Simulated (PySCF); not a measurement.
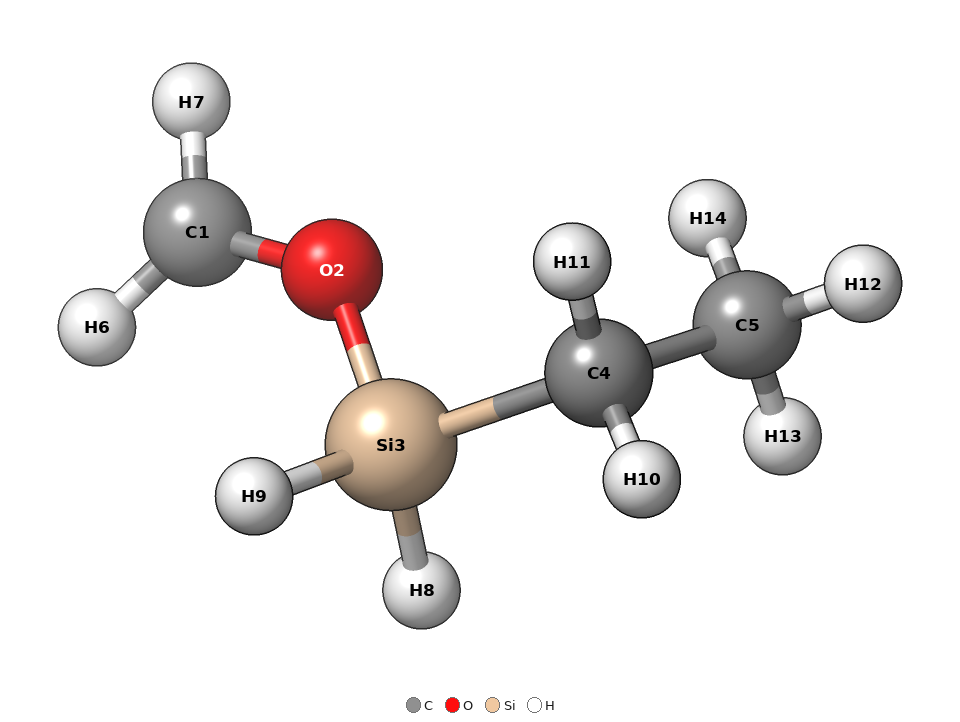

Charge 0, doublet. Computed geometry: GFN2-xTB optimisation. No frequency run is at hand to confirm it as a minimum. Computed with UKS B3LYP, pcH-1 on C H O Si, non-relativistic (PySCF 2.14.0). Fermi-contact and spin-dipolar terms alone, no spin-orbit part.

**Which nucleus has the largest dipolar (anisotropic) hyperfine coupling?**

13C at C1: principal values −80.2, −78.2, 158.3 MHz.

List the isotropic and dipolar parts for the most strongly coupled nuclei, one of each equivalent set.

```json
{"atom": "C1", "isotope": "13C", "a_iso (MHz)": "85.8", "dipolar part (MHz)": "−80.2, −78.2, 158.3"}
{"atom": "O2", "isotope": "17O", "a_iso (MHz)": "−13.5", "dipolar part (MHz)": "−56.3, 27.5, 28.9"}
{"atom": "H6", "isotope": "1H", "a_iso (MHz)": "−64.5", "dipolar part (MHz)": "−38.2, 0.3, 37.8"}
{"atom": "H7", "isotope": "1H", "a_iso (MHz)": "−65.5", "dipolar part (MHz)": "−38.1, 0.2, 37.9"}
{"atom": "H8", "isotope": "1H", "a_iso (MHz)": "8.2", "dipolar part (MHz)": "−2.4, −2.0, 4.4"}
{"atom": "H9", "isotope": "1H", "a_iso (MHz)": "7.7", "dipolar part (MHz)": "−2.3, −2.0, 4.4"}
{"atom": "H14", "isotope": "1H", "a_iso (MHz)": "0.3", "dipolar part (MHz)": "−1.5, −1.3, 2.8"}
{"atom": "H11", "isotope": "1H", "a_iso (MHz)": "1.0", "dipolar part (MHz)": "−1.3, −1.2, 2.5"}
```

The geometry is semi-empirical. Around Si such bond lengths and angles can be off by a tenth of an ångström or more and by several degrees, and values that hang on the shape move with them.
